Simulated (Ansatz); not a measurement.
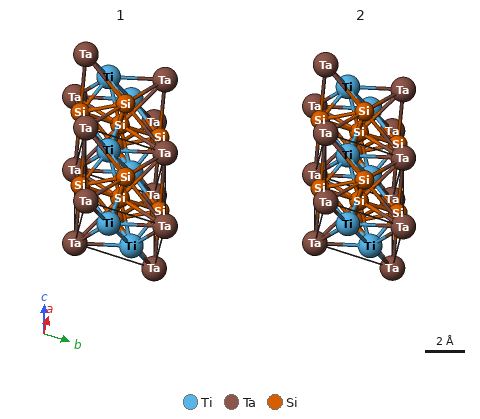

Two geometries of crystalline TaTi2Si3 (a generated structure, set up in P6/mmm) (coarse preliminary run), drawn at one scale. One is the start of a relaxation, the other its converged end. Style: ball-and-stick. Shown: the cell of the calculation, repeated 1 × 1 × 2 with one cell outlined, from a free direction.

These are results of Ansatz 0.2.0, DFT PBE, scalar-relativistic, plane waves, PAW, not measurements. (plane-wave cutoff 420 eV; k-point mesh 6 × 6 × 4; occupations gaussian; smearing width 0.1 eV; no spin polarisation; cell and atoms relaxed; force threshold 0.04 eV/Å; at most 70 steps)

Which one is relaxed?

Answer. Structure 1 is the relaxed one. No atom moves by more than 0.005 Å relative to the cell. The drawn cell changes as follows: a = b 4.975 → 5.081 Å (+2.1 %), c 3.922 → 4.194 Å (+6.9 %); the volume changes by +11.5 %. Near-neighbour distances that change, for instance: Si–Ti 2.431 → 2.559 Å, Si–Ta 3.167 → 3.294 Å, Ti–Ti 2.872 → 2.933 Å, Ta–Ti 2.872 → 2.933 Å. The space group stays P6/mmm (No. 191). After 3 accepted moves (4 points after the start) the energy has fallen by 116 meV per atom. All forces vanish by symmetry, so only the cell relaxes. Pressure: 21.04 GPa at the start and 0.07 GPa at the end. At 1 point the geometry stayed and the basis and grid were re-selected for the new cell (energy shift of 0.6 meV per atom at most each time). Cost: 23 s on 1 thread of Arm Neoverse V1, with other jobs on the host, peak memory 0.39 GiB.

Limits of the set-up: the k-point mesh is coarse for a cell with partly filled bands.
